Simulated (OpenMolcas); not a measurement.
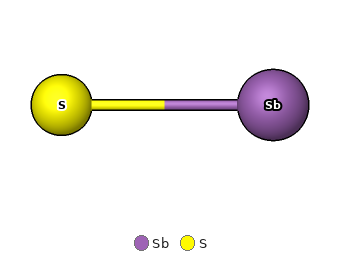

*The molecule at the reference distance of 2.234 Å.*

## SbS: relativistic diatomic calculation (part 1 of 2)

- system: SbS.
- method: SA-CASSCF(7,6)/XMS-CASPT2 + RASSI spin-orbit (X2C scalar, AMFI), ANO-RCC-VTZP (OpenMolcas)

## Input
```
&GATEWAY
Coord
2
angstrom
Sb 0.0 0.0 0.0
S 0.0 0.0 2.2340
Basis=ANO-RCC-VTZP
Group=XY
RX2C
AMFI
ANGMom
0.0 0.0 0.0
RICD
&SEWARD
&GUESSORB
&RASSCF
FileOrb=$CurrDir/o22.orb
Symmetry=2
Spin=2
nActEl=7 0 0
Inactive=18 12
RAS2=2 4
CIRoot=8 8 1
Linear
Iterations=120 100
OrbListing=Nothing
PRWF=0.15
>>COPY $Project.RasOrb $CurrDir/o22.orb
>>COPY $Project.rasscf.h5 $CurrDir/r22.h5
&CASPT2
XMultistate=all
Imaginary=0.2
IPEA=0.25
MaxIter=40
>>COPY $Project.JobMix JOB001
&RASSCF
FileOrb=$CurrDir/o42.orb
Symmetry=2
Spin=4
nActEl=7 0 0
Inactive=18 12
RAS2=2 4
CIRoot=2 2 1
Linear
Iterations=120 100
OrbListing=Nothing
PRWF=0.15
>>COPY $Project.RasOrb $CurrDir/o42.orb
>>COPY $Project.rasscf.h5 $CurrDir/r42.h5
&CASPT2
XMultistate=all
Imaginary=0.2
IPEA=0.25
MaxIter=40
>>COPY $Project.JobMix JOB002
&RASSCF
FileOrb=$CurrDir/o41.orb
Symmetry=1
Spin=4
nActEl=7 0 0
Inactive=18 12
RAS2=2 4
CIRoot=2 2 1
Linear
Iterations=120 100
OrbListing=Nothing
PRWF=0.15
>>COPY $Project.RasOrb $CurrDir/o41.orb
>>COPY $Project.rasscf.h5 $CurrDir/r41.h5
&CASPT2
XMultistate=all
Imaginary=0.2
IPEA=0.25
MaxIter=40
>>COPY $Project.JobMix JOB003
&RASSCF
FileOrb=$CurrDir/o21.orb
Symmetry=1
Spin=2
nActEl=7 0 0
Inactive=18 12
RAS2=2 4
CIRoot=5 5 1
Linear
Iterations=120 100
OrbListing=Nothing
PRWF=0.15
>>COPY $Project.RasOrb $CurrDir/o21.orb
>>COPY $Project.rasscf.h5 $CurrDir/r21.h5
&CASPT2
XMultistate=all
Imaginary=0.2
IPEA=0.25
MaxIter=40
>>COPY $Project.JobMix JOB004
&RASSI
Nr of JobIphs=4 8 2 2 5
1 2 3 4 5 6 7 8
1 2
1 2
1 2 3 4 5
SpinOrbit
EJob
Omega
MEES
MESO
Properties=4
'AngMom' 3 'Mltpl  1' 1 'Mltpl  1' 2 'Mltpl  1' 3
Thrs=1.0d-4
>>COPY $Project.rassi.h5 $CurrDir/so.h5
```

The first orbital files come from an earlier step.

Hardware: 1 thread of Arm Neoverse V2, 128 GiB of memory available, shared host.

Command:
```bash
pymolcas m.inp (one call a module block, same work directory)
```

## Output (extracts)
```
++    Wave function specifications:
      Number of closed shell electrons          60
      Number of electrons in active shells       7
      Number of inactive orbitals               30
      Number of active orbitals                  6
      Number of secondary orbitals              66
      Spin quantum number                      0.5
      State symmetry                             2
++    Orbital specifications:
      Symmetry species                           1   2
                                                 a   b
      Frozen orbitals                            0   0
      Inactive orbitals                         18  12
      Active orbitals                            2   4
      RAS2 orbitals                              2   4
      Secondary orbitals                        34  32
      Number of basis functions                 54  48
      printout of CI-coefficients larger than  0.15 for root  1
      energy=   -6876.599668
      conf/sym  11 2222     Coeff  Weight
            72  02 u220   0.15890 0.02525
            76  02 uu2d  -0.29596 0.08759
            80  02 u022  -0.90281 0.81507
      printout of CI-coefficients larger than  0.15 for root  2
      energy=   -6876.599668
      conf/sym  11 2222     Coeff  Weight
            43  02 2u02  -0.15890 0.02525
            79  02 uud2  -0.29596 0.08759
            98  02 0u22  -0.90281 0.81507
      printout of CI-coefficients larger than  0.15 for root  3
      energy=   -6876.511796
      conf/sym  11 2222     Coeff  Weight
            44  02 20u2   0.51092 0.26103
            74  02 ud2u  -0.49513 0.24515
            76  02 uu2d   0.62453 0.39004
            97  02 02u2  -0.18930 0.03584
      printout of CI-coefficients larger than  0.15 for root  4
      energy=   -6876.511796
      conf/sym  11 2222     Coeff  Weight
            41  02 202u  -0.18930 0.03584
            78  02 udu2  -0.49513 0.24515
            79  02 uud2  -0.62453 0.39004
            96  02 022u   0.51092 0.26103
      printout of CI-coefficients larger than  0.15 for root  5
      energy=   -6876.491127
      conf/sym  11 2222     Coeff  Weight
            44  02 20u2  -0.47538 0.22599
            74  02 ud2u  -0.67229 0.45197
            78  02 udu2   0.18045 0.03256
            97  02 02u2   0.47538 0.22599
      printout of CI-coefficients larger than  0.15 for root  6
      energy=   -6876.491127
      conf/sym  11 2222     Coeff  Weight
            41  02 202u  -0.47538 0.22599
            74  02 ud2u   0.18045 0.03256
            78  02 udu2   0.67229 0.45197
            96  02 022u   0.47538 0.22599
      printout of CI-coefficients larger than  0.15 for root  7
      energy=   -6876.456144
      conf/sym  11 2222     Coeff  Weight
            41  02 202u  -0.27913 0.07792
            44  02 20u2   0.39856 0.15885
            74  02 ud2u   0.26908 0.07240
            97  02 02u2   0.77910 0.60699
      printout of CI-coefficients larger than  0.15 for root  8
      energy=   -6876.456144
      conf/sym  11 2222     Coeff  Weight
            41  02 202u   0.77910 0.60699
            78  02 udu2   0.26908 0.07240
            96  02 022u   0.39856 0.15885
            97  02 02u2   0.27913 0.07792
      Natural orbitals and occupation numbers for root  1
      sym 1:   0.037545   1.963043
      sym 2:   1.029374   0.130868   1.967622   1.871548
      Natural orbitals and occupation numbers for root  2
      sym 1:   0.037545   1.963043
      sym 2:   0.130868   1.029374   1.871548   1.967622
      Natural orbitals and occupation numbers for root  3
      sym 1:   0.031343   1.969291
      sym 2:   1.245163   0.744384   1.678848   1.330971
      Natural orbitals and occupation numbers for root  4
      sym 1:   0.031343   1.969291
      sym 2:   0.744384   1.245163   1.330971   1.678848
      Natural orbitals and occupation numbers for root  5
      sym 1:   0.025598   1.974956
      sym 2:   1.002757   1.002757   1.496966   1.496966
      Natural orbitals and occupation numbers for root  6
      sym 1:   0.025598   1.974956
      sym 2:   1.002757   1.002757   1.496966   1.496966
      Natural orbitals and occupation numbers for root  7
      sym 1:   0.028102   1.973571
      sym 2:   0.484063   1.523178   1.098197   1.892889
      Natural orbitals and occupation numbers for root  8
      sym 1:   0.028102   1.973571
      sym 2:   1.523178   0.484063   1.892889   1.098197
      RASSCF energy for state  8                  -6876.45614357
::    RASSCF root number  1 Total energy:  -6876.59966755
::    RASSCF root number  2 Total energy:  -6876.59966755
::    RASSCF root number  3 Total energy:  -6876.51179617
::    RASSCF root number  4 Total energy:  -6876.51179617
::    RASSCF root number  5 Total energy:  -6876.49112743
::    RASSCF root number  6 Total energy:  -6876.49112743
::    RASSCF root number  7 Total energy:  -6876.45614357
::    RASSCF root number  8 Total energy:  -6876.45614357
      Von Neumann Entropy (Root   1) =  0.99745
++    Wave function specifications:
      Number of closed shell electrons          14
      Number of electrons in active shells       7
      Number of inactive orbitals                7
      Number of active orbitals                  6
      Number of secondary orbitals              66
      Spin quantum number                      0.5
      State symmetry                             2
      Number of CSFs                           108
      Number of CASSCF root(s) available         8
      CASPT2 state passed to geometry opt.       8
      A file JOBMIX will be created
      This is a MULTI-STATE CASSCF reference
      Number of CI roots used                    8
      These are:                                 1   2   3   4   5   6   7   8
      Off-diagonal elements of Heff are computed
  FINAL CASPT2 RESULT:
      Reference energy:       -6876.5996675472
      E2 (Non-variational):      -0.6728745755
      Shift correction:          -0.0035877037
      E2 (Variational):          -0.6764622793
      Total energy:           -6877.2761298264
      Reference weight:           0.84444
  FINAL CASPT2 RESULT:
      Reference energy:       -6876.5996675471
      E2 (Non-variational):      -0.6728745758
      Shift correction:          -0.0035877038
      E2 (Variational):          -0.6764622796
      Total energy:           -6877.2761298267
      Reference weight:           0.84444
  FINAL CASPT2 RESULT:
      Reference energy:       -6876.5117961716
      E2 (Non-variational):      -0.6632074173
      Shift correction:          -0.0030616467
      E2 (Variational):          -0.6662690640
      Total energy:           -6877.1780652357
      Reference weight:           0.85279
  FINAL CASPT2 RESULT:
      Reference energy:       -6876.5117961716
      E2 (Non-variational):      -0.6632074173
      Shift correction:          -0.0030616467
      E2 (Variational):          -0.6662690640
      Total energy:           -6877.1780652356
      Reference weight:           0.85279
  FINAL CASPT2 RESULT:
      Reference energy:       -6876.4911274339
      E2 (Non-variational):      -0.6624674496
      Shift correction:          -0.0028431922
      E2 (Variational):          -0.6653106418
      Total energy:           -6877.1564380757
      Reference weight:           0.85452
  FINAL CASPT2 RESULT:
      Reference energy:       -6876.4911274339
      E2 (Non-variational):      -0.6624674496
      Shift correction:          -0.0028431922
      E2 (Variational):          -0.6653106418
      Total energy:           -6877.1564380757
      Reference weight:           0.85452
  FINAL CASPT2 RESULT:
      Reference energy:       -6876.4561435732
      E2 (Non-variational):      -0.6675460175
      Shift correction:          -0.0030665476
      E2 (Variational):          -0.6706125651
      Total energy:           -6877.1267561382
      Reference weight:           0.85073
  FINAL CASPT2 RESULT:
      Reference energy:       -6876.4561435732
      E2 (Non-variational):      -0.6675460174
      Shift correction:          -0.0030665476
      E2 (Variational):          -0.6706125649
      Total energy:           -6877.1267561381
      Reference weight:           0.85073
       Total XMS-CASPT2 energies:
::    XMS-CASPT2 Root  1     Total energy:  -6877.27494570
::    XMS-CASPT2 Root  2     Total energy:  -6877.27494570
::    XMS-CASPT2 Root  3     Total energy:  -6877.17575998
::    XMS-CASPT2 Root  4     Total energy:  -6877.17575998
::    XMS-CASPT2 Root  5     Total energy:  -6877.15646105
::    XMS-CASPT2 Root  6     Total energy:  -6877.15646105
::    XMS-CASPT2 Root  7     Total energy:  -6877.13022254
::    XMS-CASPT2 Root  8     Total energy:  -6877.13022254
++    Wave function specifications:
      Number of closed shell electrons          60
      Number of electrons in active shells       7
      Number of inactive orbitals               30
      Number of active orbitals                  6
      Number of secondary orbitals              66
      Spin quantum number                      1.5
      State symmetry                             2
      printout of CI-coefficients larger than  0.15 for root  1
      energy=   -6876.534278
      conf/sym  11 2222     Coeff  Weight
            24  02 uu2u  -0.99027 0.98064
      printout of CI-coefficients larger than  0.15 for root  2
      energy=   -6876.534278
      conf/sym  11 2222     Coeff  Weight
            25  02 uuu2   0.99027 0.98064
      Natural orbitals and occupation numbers for root  1
      sym 1:   0.026806   1.973772
      sym 2:   1.005849   0.997958   1.993573   1.002042
      Natural orbitals and occupation numbers for root  2
      sym 1:   0.026806   1.973772
      sym 2:   0.997958   1.005849   1.002042   1.993573
      RASSCF energy for state  2                  -6876.53427827
::    RASSCF root number  1 Total energy:  -6876.53427827
::    RASSCF root number  2 Total energy:  -6876.53427827
      Von Neumann Entropy (Root   1) =  1.60550
++    Wave function specifications:
      Number of closed shell electrons          14
      Number of electrons in active shells       7
      Number of inactive orbitals                7
      Number of active orbitals                  6
      Number of secondary orbitals              66
      Spin quantum number                      1.5
      State symmetry                             2
      Number of CSFs                            40
      Number of CASSCF root(s) available         2
      CASPT2 state passed to geometry opt.       2
      A file JOBMIX will be created
      This is a MULTI-STATE CASSCF reference
      Number of CI roots used                    2
      These are:                                 1   2
      Off-diagonal elements of Heff are computed
  FINAL CASPT2 RESULT:
      Reference energy:       -6876.5342782678
      E2 (Non-variational):      -0.6607511687
      Shift correction:          -0.0029072371
      E2 (Variational):          -0.6636584058
      Total energy:           -6877.1979366736
      Reference weight:           0.85374
  FINAL CASPT2 RESULT:
      Reference energy:       -6876.5342782678
      E2 (Non-variational):      -0.6607511689
      Shift correction:          -0.0029072371
      E2 (Variational):          -0.6636584060
      Total energy:           -6877.1979366737
      Reference weight:           0.85374
       Total XMS-CASPT2 energies:
::    XMS-CASPT2 Root  1     Total energy:  -6877.19793667
::    XMS-CASPT2 Root  2     Total energy:  -6877.19793667
++    Wave function specifications:
      Number of closed shell electrons          60
      Number of electrons in active shells       7
      Number of inactive orbitals               30
      Number of active orbitals                  6
      Number of secondary orbitals              66
      Spin quantum number                      1.5
      State symmetry                             1
      printout of CI-coefficients larger than  0.15 for root  1
      energy=   -6876.483106
      conf/sym  11 2222     Coeff  Weight
            44  0u uu22  -0.98424 0.96873
      printout of CI-coefficients larger than  0.15 for root  2
      energy=   -6876.401558
      conf/sym  11 2222     Coeff  Weight
            26  u2 u0u2  -0.69075 0.47713
            31  u2 0u2u   0.69075 0.47713
      Natural orbitals and occupation numbers for root  1
      sym 1:   0.023483   0.998533
      sym 2:   1.007103   1.007103   1.981890   1.981890
      Natural orbitals and occupation numbers for root  2
      sym 1:   1.007944   1.980901
      sym 2:   0.535795   0.535795   1.469782   1.469782
      RASSCF energy for state  2                  -6876.40155823
::    RASSCF root number  1 Total energy:  -6876.48310608
::    RASSCF root number  2 Total energy:  -6876.40155823
      Von Neumann Entropy (Root   1) =  1.59844
++    Wave function specifications:
      Number of closed shell electrons          14
      Number of electrons in active shells       7
      Number of inactive orbitals                7
      Number of active orbitals                  6
      Number of secondary orbitals              66
      Spin quantum number                      1.5
      State symmetry                             1
      Number of CSFs                            44
      Number of CASSCF root(s) available         2
      CASPT2 state passed to geometry opt.       2
      A file JOBMIX will be created
      This is a MULTI-STATE CASSCF reference
      Number of CI roots used                    2
      These are:                                 1   2
      Off-diagonal elements of Heff are computed
  FINAL CASPT2 RESULT:
      Reference energy:       -6876.4831060758
      E2 (Non-variational):      -0.6872798894
      Shift correction:          -0.0043658375
      E2 (Variational):          -0.6916457269
      Total energy:           -6877.1747518027
      Reference weight:           0.83388
  FINAL CASPT2 RESULT:
      Reference energy:       -6876.4015582268
      E2 (Non-variational):      -0.6780792583
      Shift correction:          -0.0037944270
      E2 (Variational):          -0.6818736853
      Total energy:           -6877.0834319121
      Reference weight:           0.84190
       Total XMS-CASPT2 energies:
::    XMS-CASPT2 Root  1     Total energy:  -6877.17475180
::    XMS-CASPT2 Root  2     Total energy:  -6877.08343191
++    Wave function specifications:
      Number of closed shell electrons          60
      Number of electrons in active shells       7
      Number of inactive orbitals               30
      Number of active orbitals                  6
      Number of secondary orbitals              66
      Spin quantum number                      0.5
      State symmetry                             1
      printout of CI-coefficients larger than  0.15 for root  1
      energy=   -6876.456385
      conf/sym  11 2222     Coeff  Weight
            13  u2 2020  -0.16018 0.02566
            50  u2 u02d  -0.19493 0.03800
            67  u2 0202  -0.16018 0.02566
            69  u2 0ud2  -0.19493 0.03800
            70  u2 0022   0.90047 0.81084
      printout of CI-coefficients larger than  0.15 for root  2
      energy=   -6876.441371
      conf/sym  11 2222     Coeff  Weight
            94  0u du22  -0.84796 0.71904
           100  0u ud22   0.48957 0.23968
      printout of CI-coefficients larger than  0.15 for root  3
      energy=   -6876.439994
      conf/sym  11 2222     Coeff  Weight
            88  0u 2022  -0.67721 0.45862
           100  0u ud22   0.18060 0.03262
           102  0u 0222   0.67721 0.45862
      printout of CI-coefficients larger than  0.15 for root  4
      energy=   -6876.439994
      conf/sym  11 2222     Coeff  Weight
            94  0u du22   0.47886 0.22931
           100  0u ud22   0.82942 0.68793
      printout of CI-coefficients larger than  0.15 for root  5
      energy=   -6876.415141
      conf/sym  11 2222     Coeff  Weight
            88  0u 2022   0.68535 0.46970
           102  0u 0222   0.6853SPIN-FREE ENERGIES:
  (Shifted by EMIN (a.u.) =      -6877.2749457004)
 SF State       Relative EMIN(au)   Rel lowest level(eV)    D:o, cm**(-1)      Abs_M
     1             0.0000000000        0.0000000000              0.0000         1.0
     2             0.0000000000        0.0000000000              0.0000         1.0
     9             0.0770090264        2.0955223618          16901.5277         1.0
    10             0.0770090271        2.0955223805          16901.5278         1.0
     3             0.0991857170        2.6989808548          21768.7487         1.0
     4             0.0991857170        2.6989808548          21768.7487         1.0
    11             0.1001938966        2.7264148200          21990.0185         0.0
    13             0.1174044947        3.1947390513          25767.3082         0.0
     5             0.1184846505        3.2241315876          26004.3750         3.0
     6             0.1184846505        3.2241315876          26004.3750         3.0
    14             0.1381739479        3.7599046662          30325.6763         0.0
    15             0.1417754744        3.8579071949          31116.1200         2.0
    16             0.1418345661        3.8595151602          31129.0891         2.0
     7             0.1447231578        3.9381177459          31763.0617         1.0
     8             0.1447231578        3.9381177459          31763.0617         1.0
    17             0.1644604883        4.4751978701          36094.9050         0.0
    12             0.1915137894        5.2113556954          42032.4183         0.0
```

(Continued in part 2.) Outcome of the run: converged; components of a degenerate state are split by 13 cm⁻¹.
